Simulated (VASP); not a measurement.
# YB6 under strain, part 2 of 4

Aim: follow the pressure of YB6 through compression, expansion and shear. All runs use LDA. Left out of this account: 1 further run (fields: a reference on another mesh). The start is a computed cell from the Materials Project.

VASP 6.6.1; LDA; plane waves and PAW (Y_sv, B).

Still holding for the runs below: This run has no spin polarisation. Its electron count is odd, so without a moment it is a metal by construction.

So far, pressure (GPa): step 2 (bands, cell as listed) -6.07.

### Step 3. Bands, volume times 1.04

The cell is expanded evenly, with fractional positions held.

Input file INCAR:

```
SYSTEM = YB6
PREC = Accurate
ENCUT = 420
EDIFF = 1E-06
NELM = 100
ISMEAR = -1
SIGMA = 0.05
LREAL = .FALSE.
ALGO = Normal
GGA = CA
NBANDS = 32
LASPH = .TRUE.
LORBIT = 11
LWAVE = .FALSE.
LCHARG = .FALSE.
KPAR = 8
```

Input file POSCAR:

```
YB6
1.0
    4.1435869897      0.0000000000      0.0000000000
    0.0000000000      4.1435869897      0.0000000000
    0.0000000000      0.0000000000      4.1435869897
Y B
1 6
Direct
    0.0000000000      0.0000000000      0.0000000000
    0.8011341200      0.5000000000      0.5000000000
    0.1988658800      0.5000000000      0.5000000000
    0.5000000000      0.5000000000      0.8011341200
    0.5000000000      0.5000000000      0.1988658800
    0.5000000000      0.1988658800      0.5000000000
    0.5000000000      0.8011341200      0.5000000000
```

Input file KPOINTS:

```
Automatic mesh
0
Gamma
7 7 7
0 0 0
```

Input file KPOINTS_OPT:

```
Line mode
12
Line-mode
Reciprocal
  0.00000000   0.00000000   0.00000000 GAMMA
  0.00000000   0.50000000   0.00000000 X

  0.00000000   0.50000000   0.00000000 X
  0.50000000   0.50000000   0.00000000 M

  0.50000000   0.50000000   0.00000000 M
  0.00000000   0.00000000   0.00000000 GAMMA

  0.00000000   0.00000000   0.00000000 GAMMA
  0.50000000   0.50000000   0.50000000 R

  0.50000000   0.50000000   0.50000000 R
  0.00000000   0.50000000   0.00000000 X

  0.50000000   0.50000000   0.00000000 M
  0.50000000   0.50000000   0.50000000 R
```

Potentials, in the order of the species: Y_sv and B (LDA family, release 64).

Launch:

```console
$ mpirun -np 8 vasp_std
```

The program printed:

```text
[banner, memory and clock lines left out]
running    8 mpi-ranks, on    1 nodes
 distrk:  each k-point on    1 cores,    8 groups
 distr:  one band on    1 cores,    1 groups

 POSCAR found type information on POSCAR Y B
 POSCAR found :  2 types and       7 ions
 [... a notice as in an earlier step ...]

 LDA part: xc-table for (Slater(with rela. corr.)+CA(PZ))
 , standard interpolation
 POSCAR, INCAR and KPOINTS ok, starting setup
 FFT: planning ... GRIDC
 FFT: planning ... GRID_SOFT
 FFT: planning ... GRID
 WAVECAR not read
 entering main loop
       N       E                     dE             d eps       ncg     rms          rms(c)
DAV:   1     0.517339695102E+02    0.51734E+02   -0.11362E+04  1280   0.710E+02
DAV:   2    -0.591339314145E+02   -0.11087E+03   -0.10591E+03  1584   0.185E+02
DAV:   3    -0.632862826333E+02   -0.41524E+01   -0.41131E+01  1872   0.275E+01
DAV:   4    -0.633530862072E+02   -0.66804E-01   -0.66759E-01  1520   0.300E+00
DAV:   5    -0.633542627831E+02   -0.11766E-02   -0.11765E-02  1672   0.382E-01    0.140E+01
DAV:   6    -0.553599996493E+02    0.79943E+01   -0.46977E+00  1544   0.128E+01    0.125E+01
DAV:   7    -0.544407861944E+02    0.91921E+00   -0.26668E+00  1728   0.730E+00    0.112E+01
DAV:   8    -0.548881776619E+02   -0.44739E+00   -0.14982E+00  1408   0.592E+00    0.437E+00
DAV:   9    -0.544080861248E+02    0.48009E+00   -0.61275E-01  1392   0.411E+00    0.449E-01
DAV:  10    -0.544113372224E+02   -0.32511E-02   -0.62765E-02  1568   0.101E+00    0.133E+00
DAV:  11    -0.544099036145E+02    0.14336E-02   -0.11802E-03  1528   0.169E-01    0.772E-01
DAV:  12    -0.544089352221E+02    0.96839E-03   -0.18976E-03  1504   0.215E-01    0.109E-01
DAV:  13    -0.544089340791E+02    0.11430E-05   -0.23017E-04  1648   0.627E-02    0.303E-02
DAV:  14    -0.544089340279E+02    0.51209E-07   -0.31041E-06  1664   0.881E-03
   1 F= -.54408934E+02 E0= -.54401529E+02  d E =-.148104E-01
 Start KPOINTS_OPT (optional k-point list driver)
k-point batch [1-20\72]
       N       E                     dE             ncg
DAV:   1    -0.167136369715E+04   -0.10527E+05     1280
DAV:   2    -0.375052391424E+04   -0.20792E+04     1592
DAV:   3    -0.383114427979E+04   -0.80620E+02     1784
DAV:   4    -0.383256157948E+04   -0.14173E+01     1608
DAV:   5    -0.383258189356E+04   -0.20314E-01     1592
DAV:   6    -0.383258217949E+04   -0.28593E-03     1608
DAV:   7    -0.383258218414E+04   -0.46578E-05     1584
DAV:   8    -0.383258218422E+04   -0.77352E-07     1176
[...]
k-point batch [61-72\72]
       N       E                     dE             ncg
DAV:   1     0.463288018982E+04   -0.11696E+05      768
DAV:   2     0.329313638267E+04   -0.13397E+04     1000
DAV:   3     0.324122792063E+04   -0.51908E+02     1024
DAV:   4     0.324037167451E+04   -0.85625E+00      904
DAV:   5     0.324036043838E+04   -0.11236E-01      960
DAV:   6     0.324036023207E+04   -0.20632E-03      920
DAV:   7     0.324036022853E+04   -0.35393E-05      952
DAV:   8     0.324036022844E+04   -0.85422E-07      544
```

Elapsed: 8.8 s, on 8 MPI ranks of Intel Xeon 6975P-C (Granite Rapids), shared host; peak memory 1.4 GiB; 53 s of CPU time.

OUTCAR, selected parts (step 3):

```text
  LATTYP: Found a simple cubic cell.
 ALAT       =     4.1435869897

The static configuration has the point symmetry O_h .

 Found     20 irreducible k-points:

   ENCUT  =  420.0 eV  30.87 Ry    5.56 a.u.   6.92  6.92  6.92*2*pi/ulx,y,z

   NELECT =      29.0000    total number of electrons

 E-fermi :   6.2811

 k-point     1 :       0.0000    0.0000    0.0000
  band No.  band energies     occupation
    ...
     10      -0.6492      2.00000
     11      -0.6492      2.00000
     12       4.3107      2.00000
     13       4.3107      2.00000
     14       4.3107      2.00000
     15       7.1533      0.00000
     16       7.1533      0.00000
     17       7.3386      0.00000
     18       7.3386      0.00000
     19       7.3386      0.00000
    ...

 k-point     2 :       0.1429    0.0000    0.0000
  band No.  band energies     occupation
    ...
     11       0.3323      2.00000
     12       3.8002      2.00000
     13       3.8002      2.00000
     14       4.4050      2.00000
     15       5.7513      1.99995
     16       7.3311      0.00000
     17       7.9380      0.00000
     18       7.9380      0.00000
     19       8.7970      0.00000
     20       8.8138      0.00000
    ...

  Total       -5.3906719     -5.3906719     -5.3906719      0.0000000     -0.0000000      0.0000000
  in kB     -121.4015128   -121.4015128   -121.4015128      0.0000000     -0.0000000      0.0000000
  external PRESSURE =    -121.4015128 kB  Pullay stress =       0.0000000 kB

  energy-cutoff  :      420.00
  volume of cell :       71.14
      direct lattice vectors                 reciprocal lattice vectors
     4.143586990  0.000000000  0.000000000     0.241336794  0.000000000  0.000000000
     0.000000000  4.143586990  0.000000000     0.000000000  0.241336794  0.000000000
     0.000000000  0.000000000  4.143586990     0.000000000  0.000000000  0.241336794

 POSITION                                       TOTAL-FORCE (eV/Angst)
 -----------------------------------------------------------------------------------
      0.00000      0.00000      0.00000         0.000000      0.000000      0.000000
      3.31957      2.07179      2.07179        -0.303380      0.000000      0.000000
      0.82402      2.07179      2.07179         0.303380     -0.000000     -0.000000
      2.07179      2.07179      3.31957        -0.000000     -0.000000     -0.303380
      2.07179      2.07179      0.82402         0.000000      0.000000      0.303380
      2.07179      0.82402      2.07179         0.000000      0.303380     -0.000000
      2.07179      3.31957      2.07179         0.000000     -0.303380      0.000000
 -----------------------------------------------------------------------------------
    total drift:                                0.000000      0.000000      0.000000

  FREE ENERGIE OF THE ION-ELECTRON SYSTEM (eV)
  ---------------------------------------------------
  free  energy   TOTEN  =       -54.4089340279 eV

  energy  without entropy=      -54.3941236512  energy(sigma->0) =      -54.40152884

 total charge
# of ion       s       p       d       f       tot
--------------------------------------------------
    1        2.102   6.163   0.885   0.049   9.199
    2        0.687   1.367   0.000   0.000   2.054
    3        0.687   1.367   0.000   0.000   2.054
    4        0.687   1.367   0.000   0.000   2.054
    5        0.687   1.367   0.000   0.000   2.054
    6        0.687   1.367   0.000   0.000   2.054
    7        0.687   1.367   0.000   0.000   2.054
--------------------------------------------------
tot          6.227  14.365   0.885   0.049  21.526

[... 4 parts as in an earlier step ...]

[... 6 further parts left out ...]
```

This step gave:

| Quantity | Value |
| --- | --- |
| free energy (TOTEN) | -54.4089 eV |
| energy at zero smearing | -54.4015 eV |
| Fermi energy | 6.281 eV |
| pressure | -12.14 GPa |

The electronic bands at the labelled points (eV, zero at the Fermi level; # counts the bands kept, so #1 is VASP's band 6):

```
    point     #6     #7     #8     #9    #10   #11   #12   #13
        Γ  -6.93  -1.97  -1.97  -1.97   0.87  0.87  1.06  1.06
        X  -3.83  -3.83  -3.35  -2.55  -1.33  1.05  1.05  1.35
        M  -4.49  -4.49  -3.00  -3.00   1.46  1.46  1.69  2.11
        Γ  -6.93  -1.97  -1.97  -1.97   0.87  0.87  1.06  1.06
        R  -5.78  -2.56  -2.56  -2.56   2.31  2.58  2.58  2.86
        X  -3.83  -3.83  -3.35  -2.55  -1.33  1.05  1.05  1.35
jump to M  -4.49  -4.49  -3.00  -3.00   1.46  1.46  1.69  2.11
        R  -5.78  -2.56  -2.56  -2.56   2.31  2.58  2.58  2.86
```

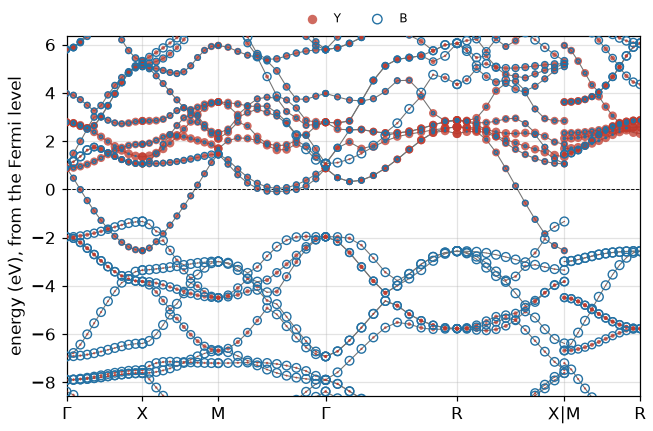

Electronic bands along the path; dots are coloured as in the legend, and their area grows with the weight.

Force by atom:

```
atom  x (eV/Å)  y (eV/Å)  z (eV/Å)   size
  Y1     0.000     0.000     0.000  0.000
  B2    -0.303     0.000     0.000  0.303
  B3     0.303     0.000     0.000  0.303
  B4     0.000     0.000    -0.303  0.303
  B5     0.000     0.000     0.303  0.303
  B6     0.000     0.303     0.000  0.303
  B7     0.000    -0.303     0.000  0.303
```

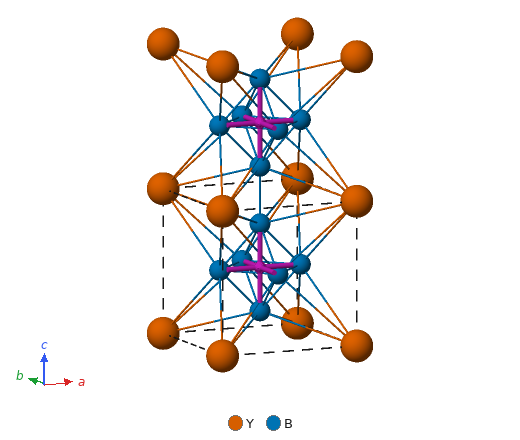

Force as arrows, the longest 0.303 eV/Å. 1×1×2 cells are drawn. Some periodic images of atoms are drawn too.

 The pressure is -12.14 GPa.

### Step 4. Bands, volume times 1.08

The cell is expanded evenly, with fractional positions held.

INCAR is that of step 3.

Changes to POSCAR since step 3:

```diff
@@ -2,5 +2,5 @@
 1.0
-    4.1435869897      0.0000000000      0.0000000000
-    0.0000000000      4.1435869897      0.0000000000
-    0.0000000000      0.0000000000      4.1435869897
+    4.1960430266      0.0000000000      0.0000000000
+    0.0000000000      4.1960430266      0.0000000000
+    0.0000000000      0.0000000000      4.1960430266
 Y B
```

KPOINTS is that of step 3.

KPOINTS_OPT is that of step 3.

Launch:

```console
$ mpirun -np 8 vasp_std
```

The program printed:

```text
[... set-up lines as in an earlier step ...]
 entering main loop
       N       E                     dE             d eps       ncg     rms          rms(c)
DAV:   1     0.549189956057E+02    0.54919E+02   -0.11332E+04  1280   0.706E+02
DAV:   2    -0.583696008281E+02   -0.11329E+03   -0.10756E+03  1600   0.182E+02
DAV:   3    -0.626500226662E+02   -0.42804E+01   -0.42388E+01  1856   0.274E+01
DAV:   4    -0.627090141213E+02   -0.58991E-01   -0.58951E-01  1600   0.291E+00
DAV:   5    -0.627100870007E+02   -0.10729E-02   -0.10728E-02  1696   0.355E-01    0.133E+01
DAV:   6    -0.550733628181E+02    0.76367E+01   -0.44787E+00  1536   0.115E+01    0.118E+01
DAV:   7    -0.541898436280E+02    0.88352E+00   -0.25107E+00  1720   0.701E+00    0.106E+01
DAV:   8    -0.546304118595E+02   -0.44057E+00   -0.14639E+00  1432   0.578E+00    0.412E+00
DAV:   9    -0.541566810317E+02    0.47373E+00   -0.58296E-01  1424   0.396E+00    0.444E-01
DAV:  10    -0.541603825754E+02   -0.37015E-02   -0.62681E-02  1592   0.992E-01    0.128E+00
DAV:  11    -0.541588294137E+02    0.15532E-02   -0.13563E-03  1496   0.179E-01    0.719E-01
DAV:  12    -0.541579335854E+02    0.89583E-03   -0.17522E-03  1560   0.204E-01    0.103E-01
DAV:  13    -0.541579338769E+02   -0.29156E-06   -0.20994E-04  1648   0.588E-02    0.275E-02
DAV:  14    -0.541579338533E+02    0.23629E-07   -0.32875E-06  1616   0.897E-03
   1 F= -.54157934E+02 E0= -.54150653E+02  d E =-.145619E-01
 Start KPOINTS_OPT (optional k-point list driver)
k-point batch [1-20\72]
       N       E                     dE             ncg
DAV:   1    -0.183263970132E+04   -0.10005E+05     1280
DAV:   2    -0.387629905880E+04   -0.20437E+04     1600
DAV:   3    -0.395712475955E+04   -0.80826E+02     1888
DAV:   4    -0.395828617274E+04   -0.11614E+01     1560
DAV:   5    -0.395830313715E+04   -0.16964E-01     1624
DAV:   6    -0.395830341605E+04   -0.27890E-03     1624
DAV:   7    -0.395830342115E+04   -0.51023E-05     1616
DAV:   8    -0.395830342124E+04   -0.88869E-07     1176
[...]
k-point batch [61-72\72]
       N       E                     dE             ncg
DAV:   1     0.452602461687E+04   -0.11586E+05      768
DAV:   2     0.319752631577E+04   -0.13285E+04     1000
DAV:   3     0.314622455088E+04   -0.51302E+02     1064
DAV:   4     0.314542516825E+04   -0.79938E+00      880
DAV:   5     0.314541491347E+04   -0.10255E-01      960
DAV:   6     0.314541470054E+04   -0.21293E-03      872
DAV:   7     0.314541469246E+04   -0.80780E-05      960
DAV:   8     0.314541469235E+04   -0.11189E-06      624
```

Elapsed: 9.2 s, on 8 MPI ranks; peak memory 1.5 GiB; 56 s of CPU time.

OUTCAR, selected parts (step 4):

```text
  LATTYP: Found a simple cubic cell.
 ALAT       =     4.1960430266

The static configuration has the point symmetry O_h .

 Found     20 irreducible k-points:

   ENCUT  =  420.0 eV  30.87 Ry    5.56 a.u.   7.01  7.01  7.01*2*pi/ulx,y,z

   NELECT =      29.0000    total number of electrons

 E-fermi :   5.9974

 k-point     1 :       0.0000    0.0000    0.0000
  band No.  band energies     occupation
    ...
     10      -0.8471      2.00000
     11      -0.8471      2.00000
     12       4.0841      2.00000
     13       4.0841      2.00000
     14       4.0841      2.00000
     15       6.8096      0.00000
     16       6.8096      0.00000
     17       7.0501      0.00000
     18       7.0501      0.00000
     19       7.0501      0.00000
    ...

 k-point     2 :       0.1429    0.0000    0.0000
  band No.  band energies     occupation
    ...
     11       0.1364      2.00000
     12       3.5882      2.00000
     13       3.5882      2.00000
     14       4.1751      2.00000
     15       5.4882      1.99992
     16       6.9801      0.00000
     17       7.6180      0.00000
     18       7.6180      0.00000
     19       8.3889      0.00000
     20       8.4047      0.00000
    ...

  Total       -7.9241358     -7.9241358     -7.9241358     -0.0000000     -0.0000000      0.0000000
  in kB     -171.8472930   -171.8472930   -171.8472930     -0.0000000     -0.0000000      0.0000000
  external PRESSURE =    -171.8472930 kB  Pullay stress =       0.0000000 kB

  energy-cutoff  :      420.00
  volume of cell :       73.88
      direct lattice vectors                 reciprocal lattice vectors
     4.196043027  0.000000000  0.000000000     0.238319768  0.000000000  0.000000000
     0.000000000  4.196043027  0.000000000     0.000000000  0.238319768  0.000000000
     0.000000000  0.000000000  4.196043027     0.000000000  0.000000000  0.238319768

 POSITION                                       TOTAL-FORCE (eV/Angst)
 -----------------------------------------------------------------------------------
      0.00000      0.00000      0.00000         0.000000      0.000000     -0.000000
      3.36159      2.09802      2.09802        -0.420877      0.000000     -0.000000
      0.83445      2.09802      2.09802         0.420877     -0.000000     -0.000000
      2.09802      2.09802      3.36159         0.000000      0.000000     -0.420877
      2.09802      2.09802      0.83445        -0.000000     -0.000000      0.420877
      2.09802      0.83445      2.09802        -0.000000      0.420877     -0.000000
      2.09802      3.36159      2.09802         0.000000     -0.420877     -0.000000
 -----------------------------------------------------------------------------------
    total drift:                               -0.000000      0.000000      0.000000

  FREE ENERGIE OF THE ION-ELECTRON SYSTEM (eV)
  ---------------------------------------------------
  free  energy   TOTEN  =       -54.1579338533 eV

  energy  without entropy=      -54.1433719346  energy(sigma->0) =      -54.15065289

 total charge
# of ion       s       p       d       f       tot
--------------------------------------------------
    1        2.100   6.144   0.859   0.044   9.147
    2        0.678   1.328   0.000   0.000   2.006
    3        0.678   1.328   0.000   0.000   2.006
    4        0.678   1.328   0.000   0.000   2.006
    5        0.678   1.328   0.000   0.000   2.006
    6        0.678   1.328   0.000   0.000   2.006
    7        0.678   1.328   0.000   0.000   2.006
--------------------------------------------------
tot          6.169  14.112   0.859   0.044  21.184

[... 4 parts as in an earlier step ...]

[... 6 further parts left out ...]
```

Numbers from this step:

```yaml
free_energy_toten: -54.1579 eV
energy_at_zero_smearing: -54.1507 eV
fermi_energy: 5.997 eV
pressure: -17.18 GPa
```

The electronic bands at the labelled points (eV, zero at the Fermi level; # counts the bands kept, so #1 is VASP's band 6):

```
    point     #6     #7     #8     #9    #10   #11   #12   #13
        Γ  -6.84  -1.91  -1.91  -1.91   0.81  0.81  1.05  1.05
        X  -3.73  -3.73  -3.29  -2.44  -1.30  0.98  0.98  1.28
        M  -4.35  -4.35  -2.95  -2.95   1.41  1.41  1.60  2.00
        Γ  -6.84  -1.91  -1.91  -1.91   0.81  0.81  1.05  1.05
        R  -5.64  -2.52  -2.52  -2.52   2.13  2.45  2.45  2.68
        X  -3.73  -3.73  -3.29  -2.44  -1.30  0.98  0.98  1.28
jump to M  -4.35  -4.35  -2.95  -2.95   1.41  1.41  1.60  2.00
        R  -5.64  -2.52  -2.52  -2.52   2.13  2.45  2.45  2.68
```

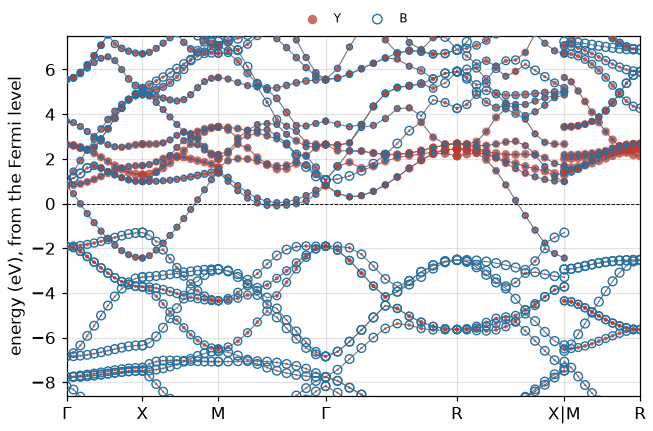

Electronic bands along the path; dots are coloured as in the legend, and their area grows with the weight.

Force by atom:

```
atom  x (eV/Å)  y (eV/Å)  z (eV/Å)   size
  Y1     0.000     0.000     0.000  0.000
  B2    -0.421     0.000     0.000  0.421
  B3     0.421     0.000     0.000  0.421
  B4     0.000     0.000    -0.421  0.421
  B5     0.000     0.000     0.421  0.421
  B6     0.000     0.421     0.000  0.421
  B7     0.000    -0.421     0.000  0.421
```

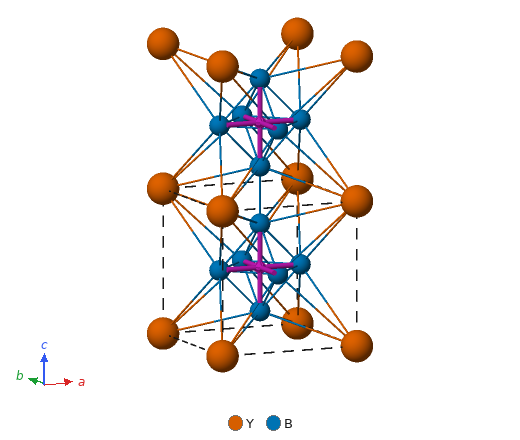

Force as arrows, the longest 0.421 eV/Å. 1×1×2 cells are drawn. Some periodic images of atoms are drawn too.

 The pressure is -17.18 GPa.

(Part 2 of 4 ends here.)

[Lines on the potential files, build, host, timing and source positions are cut from VASP's logs without a mark.]

[Logs are printed without paths, hosts, clocks, repeated set-up lines and the standing remarks that a program may print on its own settings, such as how far it seeks lower states.]

[Hosts, paths, dates, database ids (printed as entryN), source tags and the programs' standing remarks are cut or masked in the printed files.]

[A measured line is paired with the nearest computed mode of its activity, which favours agreement.]

[In band tables of VASP the shares of atoms and orbitals are scaled to a sum of 1 inside the atoms' spheres.]
